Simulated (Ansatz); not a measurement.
# BF2HO + HCl: a complex and its separated parts

Aim: how far the complex at one end of a reaction step lies below its separated, relaxed parts, level by level.

Computed with Ansatz 0.2.0, Gaussian basis. Level: PBE0-D4/def2-TZVP structures, single points in def2-TZVPP, no counterpoise correction.

Levels: SPW92, PBE-D4, BLYP-D4, r2SCAN-D4, B97M-V, PBE0-D4, B3LYP-D4, r2SCAN0-D4, BHLYP-D4, CAM-B3LYP-D4, wB97X-V, wB97M-V, B2PLYP, PBE-QIDH, RPA on PBE, Hartree-Fock, MP2, CCSD, CCSD(T).

Correlated methods freeze the cores. B3LYP uses VWN-RPA correlation. B2PLYP carries no dispersion term here.

94 further runs of the same task are left out: 94 set aside as unsound or not needed.

## Step 1: The starting structure

The complex: 7 atoms, charge 0, spin multiplicity 1.

Atoms are counted from 1 here; the program's logs count them from 0.

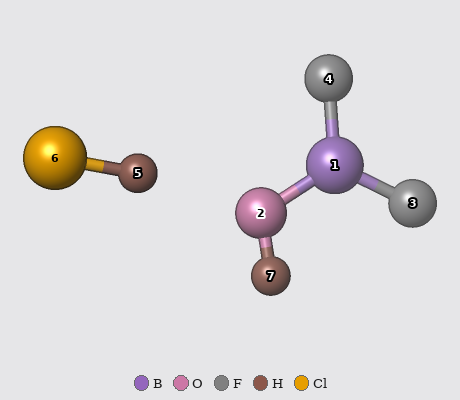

As it starts; boron purple, oxygen pink, fluorine grey, hydrogen brown, chlorine amber; atoms are numbered from 1 in the order of the file.

As a file:

```xyz
7
BClF2H2O
B    -0.4834    0.9372   -0.6105
O     0.2171   -0.1989   -0.3888
F    -0.5687    1.4760   -1.8148
F    -1.0922    1.5169    0.3981
H     0.5068   -1.2048    1.2935
Cl    0.7868   -1.9636    2.2972
H     0.6336   -0.5627   -1.1748
```

Its parts: BF2HO holds atoms 1, 2, 3, 4, 7; HCl holds atoms 5, 6. Each part counts its atoms afresh in its own runs.

## Step 2: Relaxing BF2HO alone

File relax-a/in.yaml:

```yaml
crystal:
  periodic: [false, false, false]
  atoms:
    - {symbol: B, position_ang: [-0.483376, 0.937204, -0.610453]}
    - {symbol: O, position_ang: [0.217077, -0.198889, -0.388831]}
    - {symbol: F, position_ang: [-0.568689, 1.476005, -1.814815]}
    - {symbol: F, position_ang: [-1.092228, 1.516875, 0.398117]}
    - {symbol: H, position_ang: [0.633575, -0.562657, -1.174779]}
basis:
  gaussian: {orbitals: def2-TZVP}
hamiltonian: {xc: pbe0, dispersion: d4}
relax: {f_tol: 0.005, max_steps: 200}
```

On the command line:

```sh
$ ansatz run in.yaml --threads 4 --pin off --events-out ev --progress --plain --max-ram 9574MiB
```

The log of the run, shortened:

```text
Functional definition: PBE0
  name "PBE0"
  cite "Adamo & Barone, J. Chem. Phys. 110, 6158 (1999) doi:10.1063/1.478522"
  cite "Perdew, Burke & Ernzerhof, Phys. Rev. Lett. 77, 3865 (1996) doi:10.1103/PhysRevLett.77.3865"
  parent pbe
[...]
676 factors; their error is unknown
[...]
mean field -8173.52803224 eV, -300.3716149685 hartree, gradient 4.1e-5 eV, S^2 0.000000; 0 other end points of the search recorded, 0 dependent functions left out
[...]
reference -8173.52805671 eV, -300.3716158677 hartree; 16, 16 occupied and 114, 114 virtual orbitals, 676 factors
[...]
reference -8173.53136933 eV, -300.3717376043 hartree; 16, 16 occupied and 114, 114 virtual orbitals, 676 factors
Total energy: -8173.57530629 eV, -300.3733522579 hartree
Atom 0 at    -0.478174     0.928973    -0.608975 Å, force    -0.000017    -0.000369     0.000843 eV/Å
Atom 1 at     0.217570    -0.200760    -0.386101 Å, force     0.001228    -0.001252    -0.000501 eV/Å
Atom 2 at    -0.570140     1.477887    -1.814077 Å, force    -0.000267     0.001406    -0.002558 eV/Å
Atom 3 at    -1.093316     1.519753     0.394523 Å, force    -0.001390     0.001308     0.001970 eV/Å
Atom 4 at     0.630419    -0.557315    -1.176132 Å, force     0.000445    -0.001093     0.000246 eV/Å
Dipole moment:     0.216852    -0.237934    -0.266112 e Å
```

Run time: 10 s. Hardware: 4 threads of Intel Xeon at 2.50GHz, shared host.

Step by step:

```csv
step,energy from step 1 (eV),largest force component (eV/Å)
1,0.0000,0.5143
2,-0.0023,0.2802
3,-0.0031,0.0599
4,-0.0025,0.1986
5,-0.0033,0.0026
```

Close pairs (by a distance rule), those that changed most:

```csv
bond,before (Å),after (Å),change (Å)
B1–O2,1.353,1.345,-0.008
B1–F3,1.322,1.327,+0.005
B1–F4,1.313,1.317,+0.004
O2–H5,0.961,0.960,-0.001
```

## Step 3: Relaxing HCl alone

File relax-b/in.yaml:

```yaml
crystal:
  periodic: [false, false, false]
  atoms:
    - {symbol: H, position_ang: [0.506823, -1.204790, 1.293542]}
    - {symbol: Cl, position_ang: [0.786818, -1.963647, 2.297221]}
basis:
  gaussian: {orbitals: def2-TZVP}
hamiltonian: {xc: pbe0, dispersion: d4}
relax: {f_tol: 0.005, max_steps: 200}
```

On the command line:

```sh
$ ansatz run in.yaml --threads 4 --pin off --events-out ev --progress --plain --max-ram 9574MiB
```

The log of the run, shortened:

```text
[... 5 set-up lines as earlier in the session ...]
[...]
312 factors; their error is unknown
[...]
mean field -12535.31480555 eV, -460.6643223623 hartree, gradient 4.2e-5 eV, S^2 0.000000; 0 other end points of the search recorded, 0 dependent functions left out
[...]
reference -12535.31647373 eV, -460.6643836669 hartree; 9, 9 occupied and 34, 34 virtual orbitals, 312 factors
Total energy: -12535.32105158 eV, -460.6645518999 hartree
Atom 0 at     0.507935    -1.207805     1.297529 Å, force    -0.000478     0.001294    -0.001712 eV/Å
Atom 1 at     0.785706    -1.960632     2.293234 Å, force     0.000478    -0.001294     0.001712 eV/Å
Dipole moment:    -0.057040     0.154592    -0.204467 e Å
```

Run time: 1.3 s. Hardware: 4 threads of Intel Xeon at 2.50GHz, shared host.

Relaxation path:

```csv
step,energy from step 1 (eV),largest force component (eV/Å)
1,0.0000,0.2494
2,-0.0014,0.1019
3,-0.0016,0.0017
```

The bond:

```csv
bond,before (Å),after (Å),change (Å)
H1–Cl2,1.289,1.279,-0.010
```

## Step 4: SPW92/def2-TZVPP

File parta/in.yaml:

```yaml
crystal:
  periodic: [false, false, false]
  atoms:
    - {symbol: B, position_ang: [-0.478174, 0.928973, -0.608975]}
    - {symbol: O, position_ang: [0.217570, -0.200760, -0.386101]}
    - {symbol: F, position_ang: [-0.570140, 1.477887, -1.814077]}
    - {symbol: F, position_ang: [-1.093316, 1.519753, 0.394523]}
    - {symbol: H, position_ang: [0.630419, -0.557315, -1.176132]}
basis:
  gaussian: {orbitals: def2-TZVPP}
hamiltonian: {xc: lda}
```

File partb/in.yaml:

```yaml
crystal:
  periodic: [false, false, false]
  atoms:
    - {symbol: H, position_ang: [0.507935, -1.207805, 1.297529]}
    - {symbol: Cl, position_ang: [0.785706, -1.960632, 2.293234]}
basis:
  gaussian: {orbitals: def2-TZVPP}
hamiltonian: {xc: lda}
```

One command serves all of them, each in its own folder.

On the command line:

```sh
$ ansatz run in.yaml --threads 4 --pin off --events-out ev --progress --plain --max-ram 9574MiB
```

parta printed, shortened:

```text
Functional definition: SPW92
  name "SPW92"
  cite "Dirac, Proc. Camb. Phil. Soc. 26, 376 (1930) doi:10.1017/S0305004100016108"
  cite "Slater, Phys. Rev. 81, 385 (1951) doi:10.1103/PhysRev.81.385"
  cite "Perdew & Wang, Phys. Rev. B 45, 13244 (1992) doi:10.1103/PhysRevB.45.13244"
[...]
691 factors; their error is unknown
[...]
mean field -8125.31750403 eV, -298.5999107352 hartree, gradient 7.9e-5 eV, S^2 0.000000; 0 other end points of the search recorded, 0 dependent functions left out
reference -8125.31753644 eV, -298.5999119262 hartree; 16, 16 occupied and 122, 122 virtual orbitals, 691 factors
Total energy: -8125.31753644 eV, -298.5999119262 hartree
```

Output in partb, shortened:

```text
[... 5 set-up lines as earlier in the session ...]
[...]
353 factors; their error is unknown
[...]
mean field -12498.56385782 eV, -459.3137499441 hartree, gradient 5.7e-5 eV, S^2 0.000000; 0 other end points of the search recorded, 0 dependent functions left out
reference -12498.56387723 eV, -459.3137506573 hartree; 9, 9 occupied and 47, 47 virtual orbitals, 353 factors
Total energy: -12498.56387723 eV, -459.3137506573 hartree
```

They took 0.71 s (parta), 0.3 s (partb) on 4 threads of Intel Xeon at 2.50GHz, shared host.

## Step 5: PBE-D4/def2-TZVPP

The same edit goes into each in.yaml of step 4 (parta, partb):

```diff
-hamiltonian: {xc: lda}
+hamiltonian: {xc: pbe, dispersion: d4}
```

One command serves all of them, each in its own folder.

On the command line:

```sh
$ ansatz run in.yaml --threads 4 --pin off --events-out ev --progress --plain --max-ram 9574MiB
```

Output in parta, shortened:

```text
Functional definition: PBE
  name "PBE"
[... 2 set-up lines as earlier in the session ...]
[...]
691 factors; their error is unknown
[...]
mean field -8173.43057360 eV, -300.3680334297 hartree, gradient 1.2e-5 eV, S^2 0.000000; 0 other end points of the search recorded, 0 dependent functions left out
reference -8173.43060903 eV, -300.3680347314 hartree; 16, 16 occupied and 122, 122 virtual orbitals, 691 factors
Total energy: -8173.48444221 eV, -300.3700130644 hartree
```

partb printed, shortened:

```text
[... 4 set-up lines as earlier in the session ...]
[...]
353 factors; their error is unknown
[...]
mean field -12534.30961384 eV, -460.6273822485 hartree, gradient 8.1e-5 eV, S^2 0.000000; 0 other end points of the search recorded, 0 dependent functions left out
reference -12534.30963475 eV, -460.6273830168 hartree; 9, 9 occupied and 47, 47 virtual orbitals, 353 factors
Total energy: -12534.31529585 eV, -460.6275910583 hartree
```

Times: 1.1 s (parta), 0.35 s (partb) on 4 threads of Intel Xeon at 2.50GHz, shared host.

## Step 6: BLYP-D4/def2-TZVPP

Each input of step 5 (parta, partb) changes in the same lines:

```diff
-hamiltonian: {xc: pbe, dispersion: d4}
+hamiltonian: {xc: {name: BLYP}, dispersion: d4}
```

Each run has its own folder and the same command.

On the command line:

```sh
$ ansatz run in.yaml --threads 4 --pin off --events-out ev --progress --plain --max-ram 9574MiB
```

Output in parta, shortened:

```text
Functional definition: BLYP
  name "BLYP"
  cite "Becke, Phys. Rev. A 38, 3098 (1988) doi:10.1103/PhysRevA.38.3098"
  cite "Lee, Yang & Parr, Phys. Rev. B 37, 785 (1988) doi:10.1103/PhysRevB.37.785"
[...]
691 factors; their error is unknown
[...]
mean field -8180.91588864 eV, -300.6431136836 hartree, gradient 1.1e-5 eV, S^2 0.000000; 0 other end points of the search recorded, 0 dependent functions left out
reference -8180.91615755 eV, -300.6431235658 hartree; 16, 16 occupied and 122, 122 virtual orbitals, 691 factors
Total energy: -8181.04231749 eV, -300.6477598581 hartree
```

partb printed, shortened:

```text
[... 4 set-up lines as earlier in the session ...]
[...]
353 factors; their error is unknown
[...]
mean field -12539.38858848 eV, -460.8140311239 hartree, gradient 4.5e-5 eV, S^2 0.000000; 0 other end points of the search recorded, 0 dependent functions left out
reference -12539.38879280 eV, -460.8140386324 hartree; 9, 9 occupied and 47, 47 virtual orbitals, 353 factors
Total energy: -12539.40228180 eV, -460.8145343439 hartree
```

They took 1.3 s (parta), 0.35 s (partb) on 4 threads of Intel Xeon at 2.50GHz, shared host.

## Step 7: r2SCAN-D4/def2-TZVPP

The same edit goes into each in.yaml of step 6 (parta, partb):

```diff
-hamiltonian: {xc: {name: BLYP}, dispersion: d4}
+hamiltonian: {xc: r2scan, dispersion: d4}
```

Each run has its own folder and the same command.

On the command line:

```sh
$ ansatz run in.yaml --threads 4 --pin off --events-out ev --progress --plain --max-ram 9574MiB
```

parta printed, shortened:

```text
Functional definition: r2SCAN
  name "r2SCAN"
  cite "Furness, Kaplan, Ning, Perdew & Sun, J. Phys. Chem. Lett. 11, 8208 (2020) doi:10.1021/acs.jpclett.0c02405"
  cite "Furness, Kaplan, Ning, Perdew & Sun, J. Phys. Chem. Lett. 11, 9248 (2020) doi:10.1021/acs.jpclett.0c03077"
  parent r2scan
[...]
691 factors; their error is unknown
[...]
mean field -8178.24564825 eV, -300.5449841591 hartree, gradient 3.2e-5 eV, S^2 0.000000; 0 other end points of the search recorded, 0 dependent functions left out
reference -8178.24565847 eV, -300.5449845349 hartree; 16, 16 occupied and 122, 122 virtual orbitals, 691 factors
Total energy: -8178.25809665 eV, -300.5454416293 hartree
```

partb printed, shortened:

```text
[... 5 set-up lines as earlier in the session ...]
[...]
353 factors; their error is unknown
[...]
mean field -12538.62224981 eV, -460.7858686969 hartree, gradient 3.1e-5 eV, S^2 0.000000; 0 other end points of the search recorded, 0 dependent functions left out
reference -12538.62225513 eV, -460.7858688928 hartree; 9, 9 occupied and 47, 47 virtual orbitals, 353 factors
Total energy: -12538.62352107 eV, -460.7859154150 hartree
```

Times: 1.8 s (parta), 0.91 s (partb) on 4 threads of Intel Xeon at 2.50GHz, shared host.

## Step 8: B97M-V/def2-TZVPP

Each input of step 7 (parta, partb) changes in the same lines:

```diff
-hamiltonian: {xc: r2scan, dispersion: d4}
+hamiltonian: {xc: {name: B97M-V}}
```

Each run has its own folder and the same command.

On the command line:

```sh
$ ansatz run in.yaml --threads 4 --pin off --events-out ev --progress --plain --max-ram 9574MiB
```

Output in parta, shortened:

```text
Functional definition: B97M-V
  name "B97M-V"
  cite "Mardirossian & Head-Gordon, J. Chem. Phys. 142, 074111 (2015) doi:10.1063/1.4907719"
  cite "Becke, J. Chem. Phys. 107, 8554 (1997) doi:10.1063/1.475007"
  cite "Vydrov & Van Voorhis, J. Chem. Phys. 133, 244103 (2010) doi:10.1063/1.3521275"
  # Of w^i u^j: cxij and so on, Table III.
[...]
  gx(w, u) = cx00 + cx01*u + cx02*u^2 + (cx10 + cx11*u)*w
[...]
  gos(w, u) = cos00 + cos01*u + cos03*u^3 + cos10*w + cos32*w^3*u^2
[...]
      + integral(e_c_pw_mod_opposite_spin*gos(b97_w_opposite, b97_u_opposite)) + vv10(b, c)
691 factors; their error is unknown
[...]
mean field -8179.58208584 eV, -300.5940973348 hartree, gradient 4.6e-5 eV, S^2 0.000000; 0 other end points of the search recorded, 0 dependent functions left out
reference -8179.58213599 eV, -300.5940991778 hartree; 16, 16 occupied and 122, 122 virtual orbitals, 691 factors
Total energy: -8179.58213599 eV, -300.5940991778 hartree
```

Output in partb, shortened:

```text
[... 5 set-up lines as earlier in the session ...]
  # Of w^i u^j: cxij and so on, Table III.
[...]
  gx(w, u) = cx00 + cx01*u + cx02*u^2 + (cx10 + cx11*u)*w
[...]
  gos(w, u) = cos00 + cos01*u + cos03*u^3 + cos10*w + cos32*w^3*u^2
[...]
      + integral(e_c_pw_mod_opposite_spin*gos(b97_w_opposite, b97_u_opposite)) + vv10(b, c)
353 factors; their error is unknown
[...]
mean field -12536.22649415 eV, -460.6978263005 hartree, gradient 1.2e-5 eV, S^2 0.000000; 0 other end points of the search recorded, 0 dependent functions left out
reference -12536.22652228 eV, -460.6978273341 hartree; 9, 9 occupied and 47, 47 virtual orbitals, 353 factors
Total energy: -12536.22652228 eV, -460.6978273341 hartree
```

They took 3 s (parta), 0.76 s (partb) on 4 threads of Intel Xeon at 2.50GHz, shared host.

## Step 9: PBE0-D4/def2-TZVPP

Each input of step 8 (parta, partb) changes in the same lines:

```diff
-hamiltonian: {xc: {name: B97M-V}}
+hamiltonian: {xc: pbe0, dispersion: d4}
+output: {orbitals: {seedname: orbitals}}
```

The same command starts each run, in its folder.

On the command line:

```sh
$ ansatz run in.yaml --threads 4 --pin off --events-out ev --progress --plain --max-ram 9574MiB
```

Output in parta, shortened:

```text
[... 5 set-up lines as earlier in the session ...]
[...]
691 factors; their error is unknown
[...]
mean field -8173.57062734 eV, -300.3731803094 hartree, gradient 5.4e-5 eV, S^2 0.000000; 0 other end points of the search recorded, 0 dependent functions left out
reference -8173.57065193 eV, -300.3731812132 hartree; 16, 16 occupied and 122, 122 virtual orbitals, 691 factors
Total energy: -8173.61458889 eV, -300.3747958668 hartree
```

Log of partb, shortened:

```text
[... 5 set-up lines as earlier in the session ...]
[...]
384 factors; their error is unknown
[...]
mean field -12535.34597738 eV, -460.6654679061 hartree, gradient 3.7e-5 eV, S^2 0.000000; 0 other end points of the search recorded, 0 dependent functions left out
reference -12535.34599303 eV, -460.6654684810 hartree; 9, 9 occupied and 47, 47 virtual orbitals, 384 factors
Total energy: -12535.35057088 eV, -460.6656367140 hartree
```

Wall times: 1.3 s (parta), 0.35 s (partb) on 4 threads of Intel Xeon at 2.50GHz, shared host.

## Step 10: B3LYP-D4/def2-TZVPP

Each input of step 9 (parta, partb) changes in the same lines:

```diff
-hamiltonian: {xc: pbe0, dispersion: d4}
-output: {orbitals: {seedname: orbitals}}
+hamiltonian: {xc: {name: B3LYP}, dispersion: d4}
```

The same command starts each run, in its folder.

On the command line:

```sh
$ ansatz run in.yaml --threads 4 --pin off --events-out ev --progress --plain --max-ram 9574MiB
```

parta printed, shortened:

```text
Functional definition: B3LYP
  name "B3LYP"
  cite "Stephens, Devlin, Chabalowski & Frisch, J. Phys. Chem. 98, 11623 (1994) doi:10.1021/j100096a001"
[... 2 set-up lines as earlier in the session ...]
  cite "Vosko, Wilk & Nusair, Can. J. Phys. 58, 1200 (1980) doi:10.1139/p80-159"
[...]
691 factors; their error is unknown
[...]
mean field -8182.01937607 eV, -300.6836660988 hartree, gradient 3.9e-5 eV, S^2 0.000000; 0 other end points of the search recorded, 0 dependent functions left out
reference -8182.01956982 eV, -300.6836732188 hartree; 16, 16 occupied and 122, 122 virtual orbitals, 691 factors
Total energy: -8182.10655351 eV, -300.6868698103 hartree
```

partb printed, shortened:

```text
[... 6 set-up lines as earlier in the session ...]
[...]
372 factors; their error is unknown
[...]
mean field -12539.99362953 eV, -460.8362659722 hartree, gradient 4.5e-5 eV, S^2 0.000000; 0 other end points of the search recorded, 0 dependent functions left out
reference -12539.99378158 eV, -460.8362715600 hartree; 9, 9 occupied and 47, 47 virtual orbitals, 372 factors
Total energy: -12540.00296810 eV, -460.8366091582 hartree
```

They took 1.4 s (parta), 0.4 s (partb) on 4 threads of Intel Xeon at 2.50GHz, shared host.

## Step 11: r2SCAN0-D4/def2-TZVPP

Each input of step 10 (parta, partb) changes in the same lines:

```diff
-hamiltonian: {xc: {name: B3LYP}, dispersion: d4}
+hamiltonian: {xc: {name: r2SCAN0}, dispersion: d4}
```

One command serves all of them, each in its own folder.

On the command line:

```sh
$ ansatz run in.yaml --threads 4 --pin off --events-out ev --progress --plain --max-ram 9574MiB
```

Output in parta, shortened:

```text
Functional definition: r2SCAN0
  name "r2SCAN0"
  cite "Bursch, Neugebauer, Ehlert & Grimme, J. Chem. Phys. 156, 134105 (2022) doi:10.1063/5.0086040"
[... 3 set-up lines as earlier in the session ...]
[...]
691 factors; their error is unknown
[...]
mean field -8177.21372119 eV, -300.5070615390 hartree, gradient 5.5e-5 eV, S^2 0.000000; 0 other end points of the search recorded, 0 dependent functions left out
reference -8177.21372883 eV, -300.5070618200 hartree; 16, 16 occupied and 122, 122 virtual orbitals, 691 factors
Total energy: -8177.22797515 eV, -300.5075853625 hartree
```

Output in partb, shortened:

```text
[... 6 set-up lines as earlier in the session ...]
[...]
384 factors; their error is unknown
[...]
mean field -12538.53748449 eV, -460.7827536291 hartree, gradient 4.5e-6 eV, S^2 0.000000; 0 other end points of the search recorded, 0 dependent functions left out
reference -12538.53748874 eV, -460.7827537854 hartree; 9, 9 occupied and 47, 47 virtual orbitals, 384 factors
Total energy: -12538.53894225 eV, -460.7828072007 hartree
```

Times: 1.7 s (parta), 0.81 s (partb) on 4 threads of Intel Xeon at 2.50GHz, shared host.

## Step 12: BHLYP-D4/def2-TZVPP

Each input of step 11 (parta, partb) changes in the same lines:

```diff
-hamiltonian: {xc: {name: r2SCAN0}, dispersion: d4}
+hamiltonian: {xc: {name: BHLYP}, dispersion: d4}
```

One command serves all of them, each in its own folder.

On the command line:

```sh
$ ansatz run in.yaml --threads 4 --pin off --events-out ev --progress --plain --max-ram 9574MiB
```

parta printed, shortened:

```text
Functional definition: BHLYP
  name "BHLYP"
  cite "Becke, J. Chem. Phys. 98, 1372 (1993) doi:10.1063/1.464304"
[... 2 set-up lines as earlier in the session ...]
[...]
795 factors; their error is unknown
[...]
mean field -8178.75943492 eV, -300.5638654712 hartree, gradient 7.4e-5 eV, S^2 0.000000; 0 other end points of the search recorded, 0 dependent functions left out
reference -8178.75956016 eV, -300.5638700734 hartree; 16, 16 occupied and 122, 122 virtual orbitals, 795 factors
Total energy: -8178.81753381 eV, -300.5660005660 hartree
```

Log of partb, shortened:

```text
[... 5 set-up lines as earlier in the session ...]
[...]
403 factors; their error is unknown
[...]
mean field -12539.47117055 eV, -460.8170659589 hartree, gradient 2.7e-5 eV, S^2 0.000000; 0 other end points of the search recorded, 0 dependent functions left out
reference -12539.47127405 eV, -460.8170697623 hartree; 9, 9 occupied and 47, 47 virtual orbitals, 403 factors
Total energy: -12539.47732039 eV, -460.8172919614 hartree
```

Times: 1.4 s (parta), 0.35 s (partb) on 4 threads of Intel Xeon at 2.50GHz, shared host.

## Step 13: CAM-B3LYP-D4/def2-TZVPP

The same edit goes into each in.yaml of step 12 (parta, partb):

```diff
-hamiltonian: {xc: {name: BHLYP}, dispersion: d4}
+hamiltonian: {xc: {name: CAM-B3LYP}, dispersion: d4}
```

The same command starts each run, in its folder.

On the command line:

```sh
$ ansatz run in.yaml --threads 4 --pin off --events-out ev --progress --plain --max-ram 9574MiB
```

Output in parta, shortened:

```text
Functional definition: CAM-B3LYP
  name "CAM-B3LYP"
  cite "Yanai, Tew & Handy, Chem. Phys. Lett. 393, 51 (2004) doi:10.1016/j.cplett.2004.06.011"
  cite "Iikura, Tsuneda, Yanai & Hirao, J. Chem. Phys. 115, 3540 (2001) doi:10.1063/1.1383587"
[... 2 set-up lines as earlier in the session ...]
[...]
  # Exact exchange under (alpha + beta erf(omega r))/r, Becke's under what is left of 1/r.
[...]
691 factors; their error is unknown
156 factors; integrals over basis functions are off by at most 1.1e-5 eV
[...]
mean field -8179.75816737 eV, -300.6005682117 hartree, gradient 5.6e-5 eV, S^2 0.000000; 0 other end points of the search recorded, 0 dependent functions left out
reference -8179.75826178 eV, -300.6005716812 hartree; 16, 16 occupied and 122, 122 virtual orbitals, 691 factors
Total energy: -8179.80144962 eV, -300.6021588051 hartree
```

partb printed, shortened:

```text
[... 6 set-up lines as earlier in the session ...]
[...]
  # Exact exchange under (alpha + beta erf(omega r))/r, Becke's under what is left of 1/r.
[...]
372 factors; their error is unknown
66 factors; integrals over basis functions are off by at most 7.5e-5 eV
[...]
mean field -12539.88294256 eV, -460.8321983011 hartree, gradient 2.6e-5 eV, S^2 0.000000; 0 other end points of the search recorded, 0 dependent functions left out
reference -12539.88301683 eV, -460.8322010306 hartree; 9, 9 occupied and 47, 47 virtual orbitals, 372 factors
Total energy: -12539.88749842 eV, -460.8323657258 hartree
```

They took 1.5 s (parta), 0.45 s (partb) on 4 threads of Intel Xeon at 2.50GHz, shared host.

[end of part 1 of 2]
